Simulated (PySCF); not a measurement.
# C7H11Cl: excited-state calculation

- system: C7H11Cl
- method: TDDFT X3LYP/def2-SVPD, vertical, gas phase, core orbitals frozen in the response (PySCF 2.14.0)

The geometry comes from this level: GFN2-xTB. It belongs to a series of runs on one base structure; here: X3LYP/def2-SVPD; 6 states.

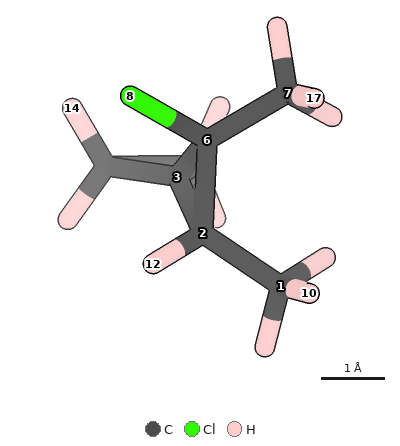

Figure 1. The structure as given in the input (stick view, seen at a tilt; atoms are numbered from 1 in the order of the input). Bond lengths as drawn: C–C 1.48 to 1.52 Å, C–Cl 1.78 Å and C–H 1.08 to 1.09 Å.

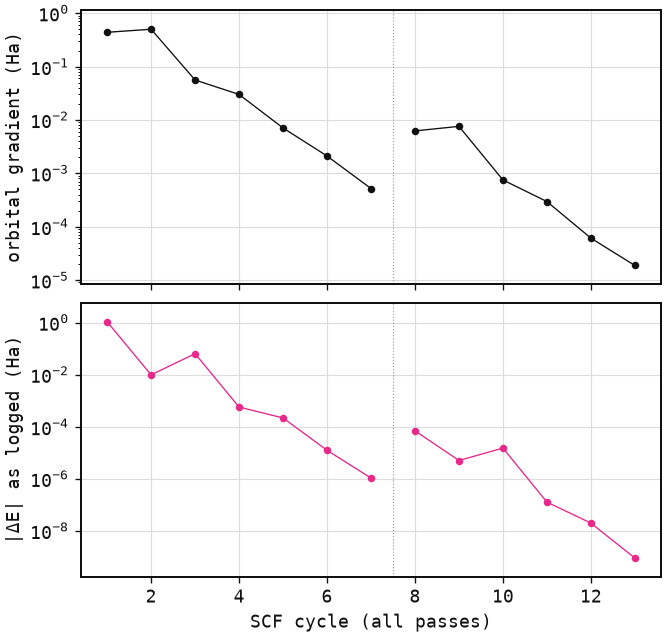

Figure 2. Convergence of the self-consistent field: orbital gradient and size of the energy change against the SCF cycle. The dotted line marks the change from a coarse to the final integration grid. The first 7 cycles use a coarse grid, the final grid takes over at cycle 8, and the field converges after 13 cycles in all.

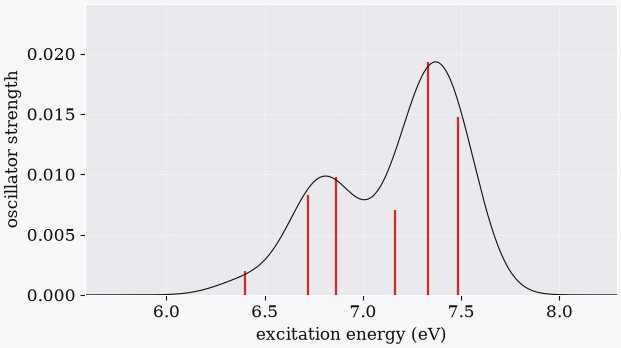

Figure 3. Computed excitations as sticks (degenerate states added up, dark ones marked on the axis), with a Gaussian envelope of 0.35 eV full width at half maximum, scaled to the tallest. Of the 6 states the lowest lies at 6.40 eV (f = 0.002); the strongest line is at 7.33 eV, or 169 nm (f = 0.019).

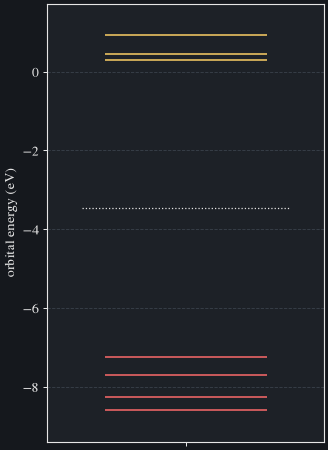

Figure 4. Orbital energies near the frontier; the dotted line parts filled from empty levels, and levels within 0.02 eV of each other stand side by side. Highest filled −7.25 eV, lowest empty 0.30 eV, 7.55 eV apart.

The input that produced these results follows, with the program's output.

### The input
```
{"job": {"kind": "uv", "xc": "X3LYP", "basis": "def2-SVPD", "nstates": 6, "ntriplets": 0, "tda": false}, "charge": 0, "multiplicity": 1}
C     -1.512467    -1.343271    -0.450826
C     -0.275186    -0.615790    -0.919034
C      0.751852    -0.131810     0.041644
C      2.184840    -0.359045     0.330170
C      1.161443    -0.396251     1.440272
C     -0.079107     0.867808    -0.659871
C     -1.094216     1.718722     0.054137
Cl     0.713992     1.773400    -1.970267
H     -1.764702    -1.069904     0.570196
H     -2.359206    -1.112100    -1.094610
H     -1.339853    -2.417476    -0.484855
H      0.095638    -0.969888    -1.875684
H      2.630778    -1.289698     0.010963
H      2.855016     0.486461     0.278478
H      0.912034    -1.353676     1.874621
H      1.143120     0.421614     2.145939
H     -1.909422     1.984147    -0.616654
H     -1.498056     1.181119     0.907800
H     -0.626299     2.634890     0.410120
```

The first line tells a small driver script what to run in PySCF; the rest is the geometry in Å.

Launched with:
```bash
OMP_NUM_THREADS=1 python <driver script> task.json out
```

### The program's output
```
coarse grid: 16048 points
cycle   1  E = -732.8513272313  dE =  1.073e+00  |g| = 4.392e-01  |ddm| = 1.073e+01
cycle   2  E = -732.8414532493  dE =  9.874e-03  |g| = 5.010e-01  |ddm| = 2.328e+00
cycle   3  E = -732.9053323579  dE = -6.388e-02  |g| = 5.604e-02  |ddm| = 1.084e+00
cycle   4  E = -732.9059036683  dE = -5.713e-04  |g| = 3.007e-02  |ddm| = 2.840e-01
cycle   5  E = -732.9061216850  dE = -2.180e-04  |g| = 7.072e-03  |ddm| = 1.280e-01
cycle   6  E = -732.9061341445  dE = -1.246e-05  |g| = 2.109e-03  |ddm| = 2.492e-02
cycle   7  E = -732.9061352159  dE = -1.071e-06  |g| = 5.183e-04  |ddm| = 5.835e-03
final grid: 149296 points
cycle   8  E = -733.0076167292  dE = -6.999e-05  |g| = 6.228e-03  |ddm| = 2.948e-01
cycle   9  E = -733.0076116718  dE =  5.057e-06  |g| = 7.578e-03  |ddm| = 3.344e-02
cycle  10  E = -733.0076268614  dE = -1.519e-05  |g| = 7.498e-04  |ddm| = 1.730e-02
cycle  11  E = -733.0076269893  dE = -1.279e-07  |g| = 2.951e-04  |ddm| = 2.755e-03
cycle  12  E = -733.0076270092  dE = -1.994e-08  |g| = 6.087e-05  |ddm| = 9.188e-04
cycle  13  E = -733.0076270101  dE = -9.086e-10  |g| = 1.870e-05  |ddm| = 2.902e-04
converged SCF energy = -733.0076270101

Static polarisability (au): isotropic 94.524, principal 85.269 96.409 101.894

Singlet excitations
state   eV       nm        f      main configurations
  1   6.3998    193.7   0.00195   H->L+1 0.77, H->L 0.18
  2   6.7184    184.5   0.00828   H->L 0.79, H->L+1 0.18
  3   6.8615    180.7   0.00977   H-1->L+1 0.70, H-1->L 0.23
  4   7.1611    173.1   0.00707   H-1->L 0.74, H-1->L+1 0.23
  5   7.3334    169.1   0.01932   H->L+2 0.95
  6   7.4823    165.7   0.01473   H->L+3 0.84, H->L+4 0.09
```

### Key numbers

```json
{"quantity": "outcome", "value": "converged"}
{"quantity": "total energy", "value": "−733.007627 hartree"}
{"quantity": "HOMO", "value": "−7.25 eV"}
{"quantity": "LUMO", "value": "0.30 eV"}
{"quantity": "dipole moment", "value": "2.28 D"}
{"quantity": "mean polarisability", "value": "94.52 a.u."}
{"quantity": "lowest excitation", "value": "6.40 eV"}
{"quantity": "hardware", "value": "1 CPU thread, shared host"}
{"quantity": "wall time", "value": "1.9 min"}
{"quantity": "peak memory", "value": "1.1 GiB"}
```

Settings chosen away from the usual ones: X3LYP/def2-SVPD; 6 states.
